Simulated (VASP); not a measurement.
Band structure of Ag (fcc). All values below come from PBE GGA with D3 dispersion (zero damping), VASP's PBE PAW potentials (set 64) (plane waves; VASP).

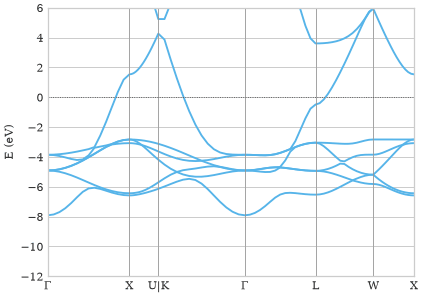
Fig. 1. Bands along high-symmetry lines, zero at the valence-band maximum or, without a gap, the Fermi level

Question: Read the plot: is there a gap, and where are the band edges?

Answer: It has no gap at this level: it comes out as a metal or semimetal. (Edges off the drawn lines would not show.)

The compound is Ag in the fcc structure. It was relaxed first.
